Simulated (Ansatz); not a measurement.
**C₂H₅BSn (SMILES [BH2][SnH2][C]#C): density, localisation and related maps**

Input

```
crystal:
  periodic: [false, false, false]
  atoms:
    - {symbol: B, position_ang: [-1.138473, 1.396521, -0.993425]}
    - {symbol: Sn, position_ang: [0.085490, -0.470209, -0.784417]}
    - {symbol: C, position_ang: [0.771918, -0.707287, 1.174792]}
    - {symbol: C, position_ang: [1.152851, -0.815234, 2.315058]}
    - {symbol: H, position_ang: [-1.606263, 1.682784, -2.053607]}
    - {symbol: H, position_ang: [-1.332140, 2.112803, -0.060184]}
    - {symbol: H, position_ang: [1.472269, -0.452726, -1.781465]}
    - {symbol: H, position_ang: [-0.808960, -1.877527, -1.154656]}
    - {symbol: H, position_ang: [1.491910, -0.915426, 3.320805]}
basis:
  gaussian: {orbitals: def2-TZVPP}
hamiltonian: {xc: pbe0, dispersion: d4}
output: {orbitals: {seedname: orbitals}}
```

Launched as:

```sh
ansatz run in.yaml --threads 2 --pin off --events-out ev --progress --plain --max-ram 4352MiB
```

Geometry: PBE0-D4/def2-TZVP; core potentials replace the inner electrons of Sn.

Computed with RKS PBE0-D4/def2-TZVPP (Ansatz 0.2.0).

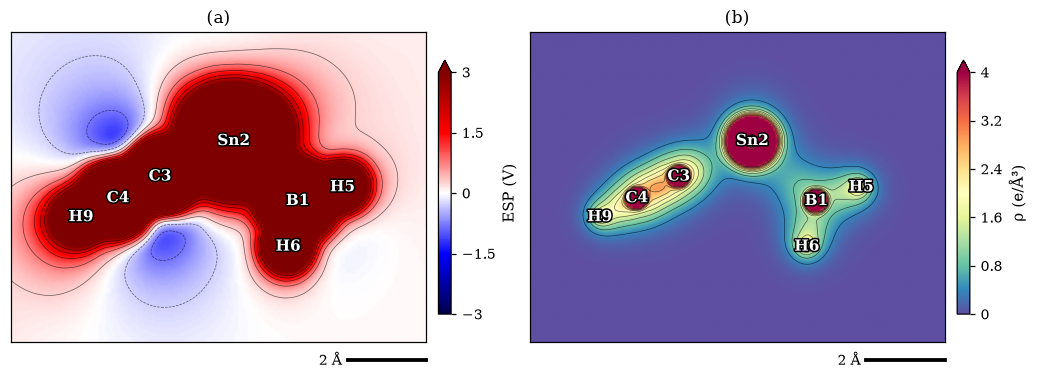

Figure 1. (a) molecular electrostatic potential; (b) electron density on the plane of atoms Sn2, B1 and H6.

What does the map show?

Answer. Atoms in the plane: B, Sn, C and H. C–C (1.21 Å): ρ is about 2.9 e/Å³ halfway. C–Sn (2.09 Å): ρ at the midpoint is about 0.74 e/Å³. Sn–B (2.24 Å): ρ is about 0.65 e/Å³ halfway. C–H (1.07 Å): the density is about 2.1 e/Å³ at the midpoint. B–H (1.19 Å): the density is about 1.3 e/Å³ at the midpoint. Outside the dense part of the molecule the potential is most negative (−1.1 V) near C3.

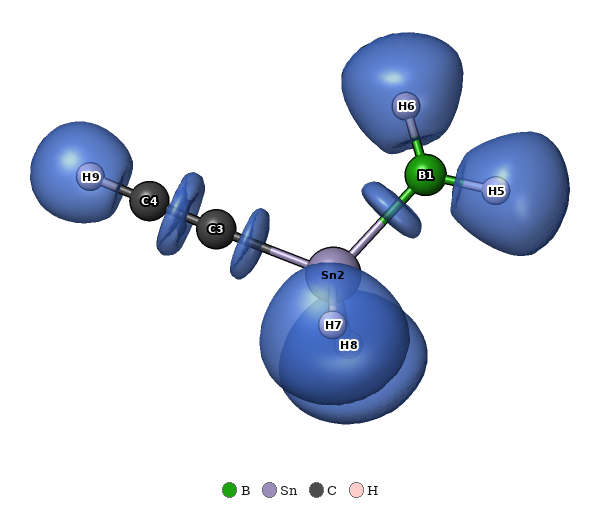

Figure 2. Isosurface of the electron localisation function at 0.85 (blue), seen across its widest extent. Core shells and regions of very low density are left out.

Describe the localisation domains.

Answer. The ELF exceeds this value in one region between bonded C–C atoms (shared pairs), five regions around hydrogen nuclei, one lobe of the valence shell of B pointing towards Sn (polar bonds) and one lobe of the valence shell of C pointing towards Sn (polar bonds). Along the contacts the grid gives the following. C–C (1.21 Å): the ELF peaks at about 0.85 between the atoms (a short, multiple covalent bond). C–Sn (2.09 Å): the ELF peaks at about 0.95 in the valence shell of C, 0.7 Å from its nucleus, and drops to about 0.15 between the two atoms.

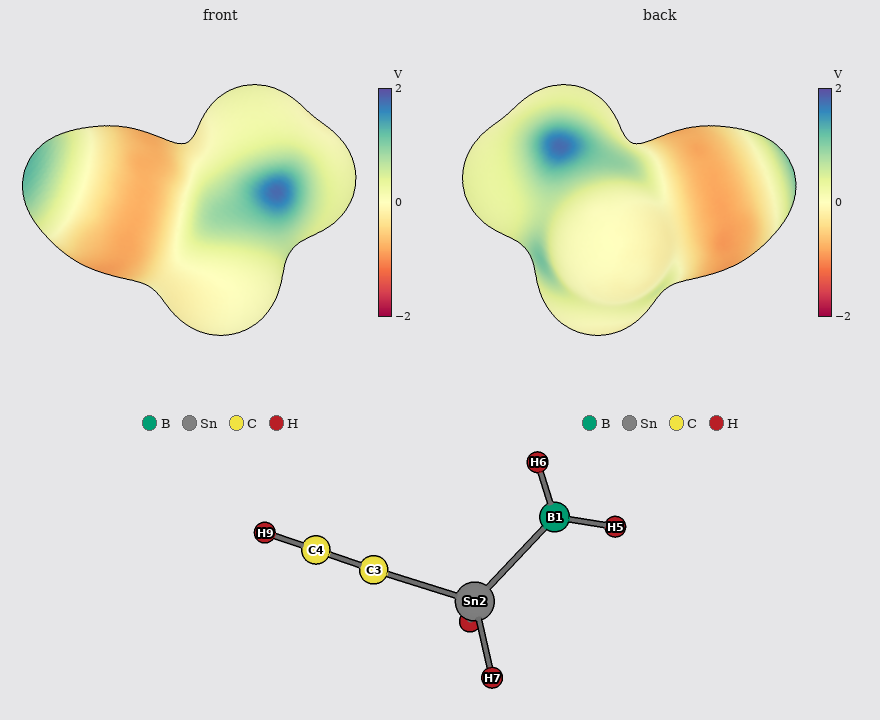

Figure 3. The molecular electrostatic potential painted on the density surface at 0.001 e/bohr³, seen from the front and from behind; red is negative and blue positive. The bare structure is drawn below in the same view.

Describe the electrostatic potential map.

Answer. The most negative region (about −0.9 V) lies over C3 and C4, the most positive (about +1.7 V) over B1.
